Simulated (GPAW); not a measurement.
Molecular dynamics, with input and output: CH₃ClSi

CH₃ClSi, computed with RPBE/dzp, dispersion D3(0), scalar-relativistic datasets (GPAW 26.7.0).

The geometry comes from this level: PBE0-D4/def2-TZVP.

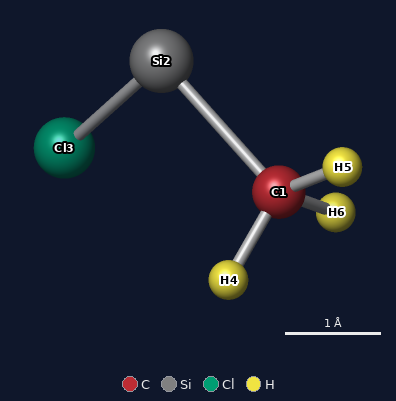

Figure 1. The input geometry (ball-and-stick view, seen at a tilt; atoms are numbered from 1 in the order of the input). Bond lengths as drawn: Cl–Si 2.09 Å, C–H 1.09 to 1.10 Å and C–Si 1.89 Å.

### Input file (run.py)
```python
import numpy as np
from ase import Atoms, units
from ase.calculators.mixing import SumCalculator
from ase.md.nvtberendsen import NVTBerendsen
from ase.md.velocitydistribution import MaxwellBoltzmannDistribution, Stationary, ZeroRotation
from dftd3.ase import DFTD3
from gpaw import GPAW
from gpaw.utilities.adjust_cell import adjust_cell

# Atomic positions
atoms = Atoms(['C', 'Si', 'Cl', 'H', 'H', 'H'],
    positions=[[ -0.420900,   0.376200,  -0.177100],
               [  0.228200,  -0.642100,   1.273100],
               [  1.857700,  -1.533900,   0.308500],
               [  0.353800,   1.065800,  -0.531400],
               [ -1.308700,   0.949900,   0.100100],
               [ -0.668100,  -0.280000,  -1.019400]])
adjust_cell(atoms, 5.0, h=0.18)

# GPAW settings
gpaw_calc = GPAW(mode='lcao',
                 basis='dzp',
                 h=0.18,
                 xc='RPBE',
                 maxiter=150,
                 poissonsolver={'name': 'MomentCorrectionPoissonSolver', 'poissonsolver': 'fast', 'moment_corrections': 9},
                 symmetry='off',
                 txt='ch3clsi.txt')
atoms.calc = SumCalculator([DFTD3(method='RPBE', damping='d3zero'), gpaw_calc])

rng = np.random.default_rng(382)
MaxwellBoltzmannDistribution(atoms, temperature_K=500, rng=rng)
Stationary(atoms)
ZeroRotation(atoms)
dyn = NVTBerendsen(atoms, timestep=0.25 * units.fs, temperature_K=500, taut=50 * units.fs, trajectory='md.traj', logfile='-')
dyn.run(50)
```

Launched with:
```bash
python run.py
```

### The program's output
```
DeprecationWarning: Use thermalize_momenta
Time[ps]      Etot[eV]     Epot[eV]     Ekin[eV]    T[K]
0.0000         -24.9315     -25.1467       0.2152   277.5
0.0003         -24.9307     -25.1436       0.2130   274.6
0.0005         -24.9298     -25.1363       0.2065   266.3
0.0007         -24.9289     -25.1256       0.1967   253.6
0.0010         -24.9280     -25.1124       0.1845   237.8
0.0013         -24.9269     -25.0980       0.1710   220.5
0.0015         -24.9258     -25.0834       0.1576   203.2
0.0018         -24.9247     -25.0697       0.1451   187.1
0.0020         -24.9235     -25.0578       0.1343   173.2
0.0022         -24.9222     -25.0480       0.1258   162.2
0.0025         -24.9209     -25.0406       0.1197   154.4
0.0028         -24.9196     -25.0355       0.1159   149.5
0.0030         -24.9182     -25.0324       0.1142   147.2
0.0032         -24.9169     -25.0309       0.1140   147.0
0.0035         -24.9155     -25.0304       0.1149   148.1
0.0037         -24.9142     -25.0304       0.1163   149.9
0.0040         -24.9128     -25.0306       0.1178   151.9
0.0043         -24.9114     -25.0306       0.1192   153.8
0.0045         -24.9100     -25.0303       0.1203   155.2
0.0047         -24.9086     -25.0296       0.1210   156.1
0.0050         -24.9072     -25.0285       0.1213   156.4
0.0052         -24.9058     -25.0271       0.1213   156.4
0.0055         -24.9044     -25.0253       0.1209   155.9
0.0057         -24.9030     -25.0231       0.1201   154.9
0.0060         -24.9016     -25.0206       0.1190   153.4
0.0063         -24.9002     -25.0176       0.1174   151.4
0.0065         -24.8988     -25.0142       0.1154   148.8
0.0067         -24.8974     -25.0102       0.1128   145.5
0.0070         -24.8959     -25.0057       0.1097   141.5
0.0072         -24.8945     -25.0007       0.1062   137.0
0.0075         -24.8930     -24.9955       0.1025   132.2
0.0077         -24.8915     -24.9905       0.0990   127.6
0.0080         -24.8899     -24.9862       0.0962   124.1
0.0082         -24.8884     -24.9834       0.0949   122.4
0.0085         -24.8869     -24.9828       0.0959   123.6
0.0087         -24.8854     -24.9852       0.0998   128.7
0.0090         -24.8840     -24.9912       0.1072   138.3
0.0092         -24.8826     -25.0010       0.1183   152.6
0.0095         -24.8814     -25.0143       0.1330   171.4
0.0097         -24.8803     -25.0307       0.1504   193.9
0.0100         -24.8793     -25.0488       0.1696   218.6
0.0102         -24.8784     -25.0674       0.1890   243.7
0.0105         -24.8776     -25.0849       0.2073   267.3
0.0107         -24.8769     -25.0998       0.2229   287.4
0.0110         -24.8763     -25.1110       0.2347   302.6
0.0112         -24.8757     -25.1176       0.2419   312.0
0.0115         -24.8751     -25.1193       0.2443   315.0
0.0118         -24.8744     -25.1164       0.2420   312.0
0.0120         -24.8737     -25.1095       0.2358   304.0
0.0122         -24.8729     -25.0998       0.2269   292.5
0.0125         -24.8721     -25.0886       0.2165   279.1
```

### Trajectory as extended XYZ (Å, eV, eV/Å), 16 of the 51 frames kept, from step=0 to step=50
```
6
Properties=species:S:1:pos:R:3:forces:R:3 step=0 time_fs=0.0 energy=-25.14671 temperature=277.5
C     6.1446    7.0903    6.1761    0.0465  -0.0594   0.1392
Si    6.7937    6.0720    7.6262   -0.3648  -0.0455   0.8976
Cl    8.4232    5.1802    6.6616    0.6336  -0.3044  -0.3691
H     6.9193    7.7798    5.8217    0.5345   0.4734  -0.2595
H     5.2568    7.6639    6.4532   -0.6475   0.4271   0.1904
H     5.8974    6.4341    5.3338   -0.1693  -0.4503  -0.5860
6
Properties=species:S:1:pos:R:3:forces:R:3 step=3 time_fs=0.8 energy=-25.12558 temperature=253.6
C     6.1445    7.0865    6.1774    0.8356   0.8722   0.1974
Si    6.7948    6.0711    7.6266   -0.3844  -0.0254   0.9061
Cl    8.4220    5.1810    6.6619    0.6652  -0.3244  -0.3848
H     6.9374    7.7921    5.8020   -0.1193  -0.0810   0.1214
H     5.2548    7.6592    6.4384   -0.6863   0.5403   0.2953
H     5.8938    6.4623    5.3363   -0.2784  -0.9417  -1.1269
6
Properties=species:S:1:pos:R:3:forces:R:3 step=7 time_fs=1.8 energy=-25.06973 temperature=187.1
C     6.1450    7.0822    6.1793    1.3698   1.7745   0.0875
Si    6.7962    6.0700    7.6272   -0.4127  -0.0040   0.9064
Cl    8.4205    5.1822    6.6621    0.6995  -0.3468  -0.4005
H     6.9603    7.8075    5.7767   -0.7845  -0.6425   0.5375
H     5.2463    7.6572    6.4210   -0.5159   0.5419   0.3591
H     5.8865    6.4922    5.3301   -0.3237  -1.2813  -1.4730
6
Properties=species:S:1:pos:R:3:forces:R:3 step=10 time_fs=2.5 energy=-25.04060 temperature=154.4
C     6.1461    7.0797    6.1808    1.3316   2.0853  -0.2684
Si    6.7971    6.0692    7.6280   -0.4353   0.0061   0.9009
Cl    8.4195    5.1830    6.6621    0.7228  -0.3617  -0.4090
H     6.9731    7.8154    5.7606   -1.0909  -0.8942   0.7430
H     5.2366    7.6591    6.4099   -0.2507   0.4433   0.3648
H     5.8790    6.5070    5.3163   -0.2465  -1.2302  -1.3144
6
Properties=species:S:1:pos:R:3:forces:R:3 step=13 time_fs=3.2 energy=-25.03086 temperature=147.0
C     6.1478    7.0782    6.1822    0.9937   2.1113  -0.8361
Si    6.7980    6.0683    7.6289   -0.4596   0.0125   0.8900
Cl    8.4186    5.1837    6.6622    0.7441  -0.3749  -0.4154
H     6.9802    7.8186    5.7483   -1.2376  -1.0088   0.8659
H     5.2253    7.6634    6.4006    0.0652   0.2830   0.3412
H     5.8700    6.5154    5.2952   -0.0846  -0.9719  -0.8361
6
Properties=species:S:1:pos:R:3:forces:R:3 step=17 time_fs=4.2 energy=-25.03063 temperature=153.8
C     6.1508    7.0776    6.1834    0.2804   1.8521  -1.6711
Si    6.7991    6.0672    7.6304   -0.4960   0.0197   0.8636
Cl    8.4176    5.1846    6.6621    0.7687  -0.3897  -0.4212
H     6.9795    7.8144    5.7388   -1.2050  -0.9691   0.9092
H     5.2107    7.6713    6.3908    0.4766   0.0441   0.2933
H     5.8572    6.5190    5.2602    0.1946  -0.5067   0.0445
6
Properties=species:S:1:pos:R:3:forces:R:3 step=20 time_fs=5.0 energy=-25.02852 temperature=156.4
C     6.1532    7.0781    6.1836   -0.3286   1.5191  -2.1535
Si    6.7998    6.0663    7.6318   -0.5266   0.0286   0.8313
Cl    8.4169    5.1853    6.6619    0.7835  -0.3982  -0.4234
H     6.9712    7.8050    5.7372   -1.0167  -0.7971   0.8360
H     5.2023    7.6778    6.3852    0.7237  -0.1204   0.2614
H     5.8484    6.5181    5.2332    0.3772  -0.1900   0.6620
6
Properties=species:S:1:pos:R:3:forces:R:3 step=23 time_fs=5.8 energy=-25.02314 temperature=154.9
C     6.1556    7.0793    6.1827   -0.9493   1.0811  -2.4052
Si    6.8004    6.0654    7.6333   -0.5594   0.0445   0.7853
Cl    8.4164    5.1858    6.6617    0.7946  -0.4044  -0.4237
H     6.9574    7.7911    5.7401   -0.6589  -0.4796   0.6694
H     5.1977    7.6837    6.3809    0.8846  -0.2394   0.2399
H     5.8416    6.5162    5.2092    0.5102   0.0520   1.1387
6
Properties=species:S:1:pos:R:3:forces:R:3 step=27 time_fs=6.8 energy=-25.01019 temperature=145.5
C     6.1580    7.0817    6.1798   -1.7668   0.3179  -2.3394
Si    6.8010    6.0642    7.6356   -0.6048   0.0792   0.7010
Cl    8.4158    5.1865    6.6614    0.8014  -0.4087  -0.4203
H     6.9336    7.7686    5.7494    0.0632   0.1395   0.3057
H     5.1989    7.6895    6.3770    0.9271  -0.3064   0.2290
H     5.8366    6.5140    5.1865    0.6081   0.2373   1.5286
6
Properties=species:S:1:pos:R:3:forces:R:3 step=30 time_fs=7.5 energy=-24.99547 temperature=132.2
C     6.1590    7.0837    6.1764   -2.3207  -0.3654  -2.0230
Si    6.8014    6.0633    7.6376   -0.6364   0.1154   0.6221
Cl    8.4156    5.1870    6.6610    0.8016  -0.4101  -0.4152
H     6.9153    7.7518    5.7586    0.7472   0.7194  -0.0432
H     5.2055    7.6920    6.3755    0.8219  -0.2786   0.2379
H     5.8365    6.5136    5.1785    0.6140   0.2809   1.6288
6
Properties=species:S:1:pos:R:3:forces:R:3 step=33 time_fs=8.2 energy=-24.98336 temperature=122.4
C     6.1589    7.0856    6.1719   -2.6901  -1.0265  -1.5576
Si    6.8016    6.0624    7.6397   -0.6622   0.1602   0.5332
Cl    8.4154    5.1874    6.6605    0.7968  -0.4098  -0.4075
H     6.9007    7.7386    5.7679    1.4172   1.2748  -0.3845
H     5.2168    7.6931    6.3753    0.6043  -0.1824   0.2619
H     5.8397    6.5147    5.1792    0.5659   0.2436   1.5636
6
Properties=species:S:1:pos:R:3:forces:R:3 step=37 time_fs=9.2 energy=-25.00098 temperature=152.6
C     6.1569    7.0874    6.1648   -2.5550  -1.5267  -0.9022
Si    6.8017    6.0612    7.6427   -0.6835   0.2291   0.4066
Cl    8.4154    5.1878    6.6598    0.7822  -0.4077  -0.3931
H     6.8930    7.7314    5.7770    1.9043   1.6549  -0.6200
H     5.2369    7.6930    6.3772    0.1726   0.0387   0.3149
H     5.8488    6.5180    5.1930    0.4143   0.0618   1.1977
6
Properties=species:S:1:pos:R:3:forces:R:3 step=40 time_fs=10.0 energy=-25.04884 temperature=218.6
C     6.1541    7.0880    6.1588   -1.8286  -1.3923  -0.4602
Si    6.8017    6.0603    7.6451   -0.6876   0.2840   0.3114
Cl    8.4155    5.1881    6.6592    0.7648  -0.4050  -0.3790
H     6.8987    7.7361    5.7803    1.7609   1.4959  -0.5344
H     5.2536    7.6931    6.3806   -0.2094   0.2463   0.3653
H     5.8584    6.5210    5.2114    0.2403  -0.1808   0.7083
6
Properties=species:S:1:pos:R:3:forces:R:3 step=43 time_fs=10.8 energy=-25.09982 temperature=287.4
C     6.1503    7.0880    6.1526   -0.7067  -0.8273  -0.0194
Si    6.8015    6.0595    7.6476   -0.6819   0.3388   0.2190
Cl    8.4157    5.1883    6.6586    0.7427  -0.4013  -0.3624
H     6.9139    7.7487    5.7808    1.2193   1.0055  -0.2758
H     5.2692    7.6944    6.3860   -0.5681   0.4505   0.4009
H     5.8693    6.5229    5.2337    0.0204  -0.5146   0.0507
6
Properties=species:S:1:pos:R:3:forces:R:3 step=47 time_fs=11.8 energy=-25.11639 temperature=312.0
C     6.1449    7.0875    6.1442    0.8658   0.2974   0.6668
Si    6.8010    6.0585    7.6511   -0.6615   0.4059   0.1031
Cl    8.4162    5.1885    6.6576    0.7083  -0.3954  -0.3369
H     6.9436    7.7733    5.7795    0.2591   0.1483   0.1232
H     5.2853    7.7000    6.3966   -0.8695   0.6025   0.3921
H     5.8839    6.5207    5.2633   -0.2893  -1.0125  -0.9385
6
Properties=species:S:1:pos:R:3:forces:R:3 step=50 time_fs=12.5 energy=-25.08859 temperature=279.1
C     6.1412    7.0872    6.1382    1.7265   1.1358   1.1676
Si    6.8005    6.0578    7.6537   -0.6389   0.4496   0.0232
Cl    8.4167    5.1885    6.6568    0.6792  -0.3884  -0.3148
H     6.9682    7.7932    5.7790   -0.3980  -0.4247   0.3475
H     5.2921    7.7079    6.4071   -0.8801   0.5632   0.3136
H     5.8933    6.5129    5.2803   -0.4747  -1.2948  -1.5313
```

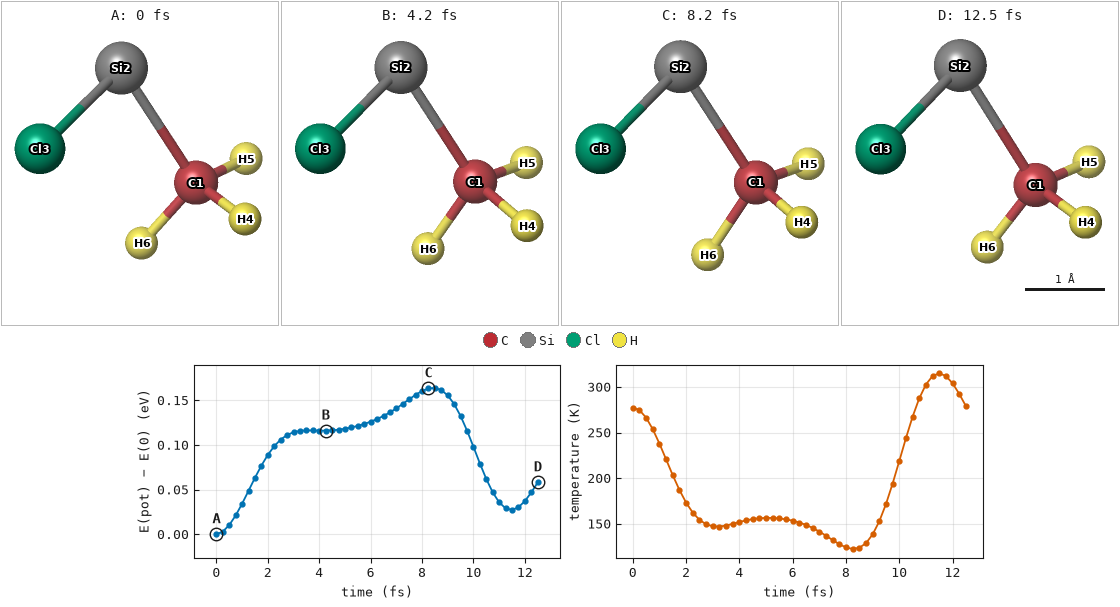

Figure 2. Frames of the molecular dynamics (ball-and-stick, seen at a tilt) above the curves, on which the letters mark them. The trajectory kept here has 51 frames over 12.5 fs. The temperature starts at 277 K, ranges from 122 to 315 K and averages 203 K over the second half. The potential energy ends 0.058 eV above its first value. After an unweighted best fit of the last frame on the first, the root-mean-square displacement is 0.04 Å.

### Summary

```csv
quantity,value
outcome,finished
mean temperature over the second half,203 K
trajectory,"51 frames kept, 12.5 fs"
basis functions (step not recorded),54
hardware,"1 thread of Arm Neoverse V2, 24 GiB of memory available, shared host"
wall time,5.5 min
peak memory,1.3 GiB
```

### Notes

So short a trajectory is not equilibrated.
